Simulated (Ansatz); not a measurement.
# One shape, several levels: AlHCl2 (SMILES [H][Al]([Cl])[Cl])

Wanted: a comparison of 6 runs (PBE0/STO-3G, UPBE/STO-3G, revPBE/STO-3G, wB97M-V/STO-3G, CCSD/STO-3G, FCI/STO-3G) of AlHCl2. 

The calculation is run with Ansatz 0.2.0.

59 further runs of the same task are left out: 4 that didn't finish, 55 set aside as unsound or not needed.

## Step 1: The system as given

AlHCl2 has 4 atoms, charge 0, and is taken as a singlet. As SMILES, `[H][Al]([Cl])[Cl]`. The Cl2–Al1 distance was set to 4.044 Å, away from the relaxed value. At this shape a bond of the SMILES string is far longer than usual.

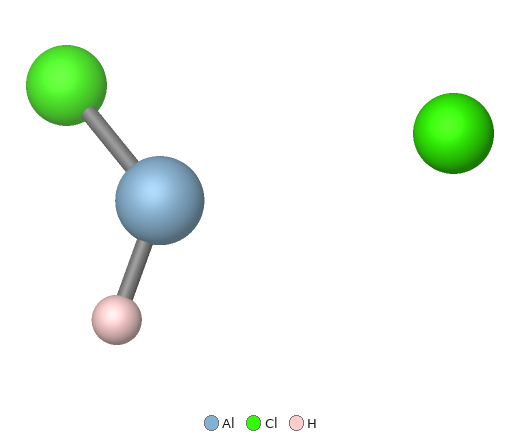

Viewed from a chosen angle; aluminium light blue, chlorine green, hydrogen pink.

## Step 2: The energy at PBE0/STO-3G (run 1)

File molecule.yaml:

```yaml
crystal:
  periodic: [false, false, false]
  atoms:
    - symbol: Al
      position_ang: [-2.067301, 0.021278, -0.015120]
    - symbol: Cl
      position_ang: [1.971850, -0.182600, 0.014280]
    - symbol: Cl
      position_ang: [-3.115231, 1.751828, -0.030530]
    - symbol: H
      position_ang: [-2.847961, -1.284692, -0.012720]
basis:
  gaussian:
    orbitals: STO-3G
hamiltonian:
  xc: pbe0
accuracy: high
```

Run with:

```bash
$ ansatz run molecule.yaml --threads 1 --pin off --max-ram 2610MiB --events-out events.jsonl --progress --plain --runs-dir runs
```

Output:

```text
Warning: RAYON_NUM_THREADS=1 ignored (pool sized by the plan → 1); use --threads N
Functional definition: PBE0
  name "PBE0"
  parameter a = 0.25
  parameter kappa = 0.804
  parameter beta = 0.06672455060314922
  exchange = (1 - a)*pbe_x(kappa = kappa, mu = beta*pi^2/3) + a*exact_x
  correlation = pbe_c(beta = beta)
460 factors; integrals over basis functions are off by at most 2.3e-8 eV
mean field evaluation 1: about -31289.5457 eV, gradient 2.4e1 eV
mean field evaluation 2: about -31184.0777 eV, gradient 4.6e1 eV
mean field evaluation 4: about -31188.4252 eV, gradient 3.1e1 eV
mean field evaluation 8: about -31276.7783 eV, gradient 1.1e1 eV
mean field evaluation 16: about -31294.2196 eV, gradient 1.3e-4 eV
mean field evaluation 32: about -31294.2065 eV, gradient 2.6e-1 eV
mean field -31294.21959398 eV, -1150.0413580948 hartree, gradient 5.5e-9 eV, S^2 0.000000; 4 other end points of the search recorded, 0 dependent functions left out
reference -31294.21959552 eV, -1150.0413581514 hartree; 24, 24 occupied and 4, 4 virtual orbitals, 460 factors
Total energy: -31294.21959552 eV, -1150.0413581514 hartree
```

Run time: 2 s. Hardware: 1 thread of Arm Neoverse V1, shared host; peak memory 0.1 GiB.

## Step 3: A single-point energy at UPBE/STO-3G (run 2)

File molecule.yaml:

```yaml
crystal:
  periodic: [false, false, false]
  atoms:
    - {symbol: Al, position_ang: [-2.067301, 0.021278, -0.015120]}
    - {symbol: Cl, position_ang: [1.971850, -0.182600, 0.014280]}
    - {symbol: Cl, position_ang: [-3.115231, 1.751828, -0.030530]}
    - {symbol: H, position_ang: [-2.847961, -1.284692, -0.012720]}
basis:
  gaussian:
    orbitals: STO-3G
magnetization:
  spin_polarized: true
accuracy: high
hamiltonian:
  xc: {name: PBE}
```

Run with:

```bash
$ ansatz run molecule.yaml --threads 1 --pin off --max-ram 2610MiB --events-out events.jsonl --progress --plain --runs-dir runs
```

Output, shortened:

```text
Warning: RAYON_NUM_THREADS=1 ignored (pool sized by the plan → 1); use --threads N
Functional definition: PBE
  name "PBE"
[...]
460 factors; integrals over basis functions are off by at most 2.3e-8 eV
[...]
mean field -31289.98854374 eV, -1149.8858698664 hartree, gradient 2.1e-8 eV, S^2 0.531571; 12 other end points of the search recorded, 0 dependent functions left out
reference -31289.98854581 eV, -1149.8858699424 hartree; 24, 24 occupied and 4, 4 virtual orbitals, 460 factors
Total energy: -31289.98854581 eV, -1149.8858699424 hartree
```

It took 11 s on 1 thread of Arm Neoverse V1, shared host; peak memory 0.15 GiB.

Runs 3 to 5 aren't shown in full; the table further down has their settings and results.

## Step 4: The energy at FCI/STO-3G (run 6)

File input.yaml:

```yaml
crystal:
  periodic: [false, false, false]
  atoms:
    - {symbol: Al, position_ang: [-2.067301, 0.021278, -0.015120]}
    - {symbol: Cl, position_ang: [1.971850, -0.182600, 0.014280]}
    - {symbol: Cl, position_ang: [-3.115231, 1.751828, -0.030530]}
    - {symbol: H, position_ang: [-2.847961, -1.284692, -0.012720]}
basis:
  gaussian: {orbitals: STO-3G}
correlation: {method: fci, frozen_orbitals: {Al: 5, Cl: 5, H: 0}}
accuracy: high
```

Run with:

```bash
$ ansatz run input.yaml --threads 1 --pin off --max-ram 2610MiB --events-out events.jsonl --progress --plain --runs-dir runs
```

Output, shortened:

```text
Warning: RAYON_NUM_THREADS=1 ignored (pool sized by the plan → 1); use --threads N
Functional definition: HF
  name "HF"
[...]
460 factors; integrals over basis functions are off by at most 2.3e-8 eV
[...]
mean field -31256.79921282 eV, -1148.6661844515 hartree, gradient 7.0e-8 eV, S^2 0.000000; 2 other end points of the search recorded, 0 dependent functions left out; unrestricted orbitals would lower it
[...]
unrestricted determinant -31258.83835224 eV, -1148.7411214430 hartree, S^2 1.0048
15 core orbitals not correlated: weight in the atoms' cores, before any rotation towards them, 0.999 or more for the frozen orbitals, at most 0.000 for the correlated occupied ones
reference -31256.79921282 eV, -1148.6661844515 hartree; 9, 9 occupied and 4, 4 virtual orbitals, 460 factors
state -31259.70324210 eV, -1148.7729055595 hartree
Total energy: -31259.70324210 eV, -1148.7729055595 hartree
```

Wall time 4.5 s (1 thread of Arm Neoverse V1, shared host); peak memory 0.14 GiB.

## Step 5: All runs side by side

```
run           level  frozen core orbitals   energy (Eh)  wall time
  1     PBE0/STO-3G                     –  -1150.041358        2 s
  2     UPBE/STO-3G                     –  -1149.885870       11 s
  3   revPBE/STO-3G                     –  -1150.214578      1.8 s
  4  wB97M-V/STO-3G                     –  -1150.519241       26 s
  5     CCSD/STO-3G                    15  -1148.767582     0.36 s
  6      FCI/STO-3G                    15  -1148.772906      4.5 s
```

## Step 6: What came out

| quantity | value |
| --- | --- |
| run 6: total energy | -1148.77291 Eh |
| run 6: correlation energy (15 core orbitals frozen) | -106.7 mEh |

In words: Against full CI in this basis: CCSD +5.3 mEh. Totals of different functionals can't be ranked against each other. In run 5 the T1 diagnostic is large, so a single reference may not serve. In run 5 the log says that unrestricted orbitals would lower the reference, so the values rest on an unstable closed-shell determinant (other closed-shell runs at this shape may share the fault). In runs 1, 2, 3, 4, 5, 6 the basis is minimal, so the values are rough. Spin contamination of the reference: run 2 ⟨S²⟩ = 0.53. All runs together took 46 s, the longest 26 s.
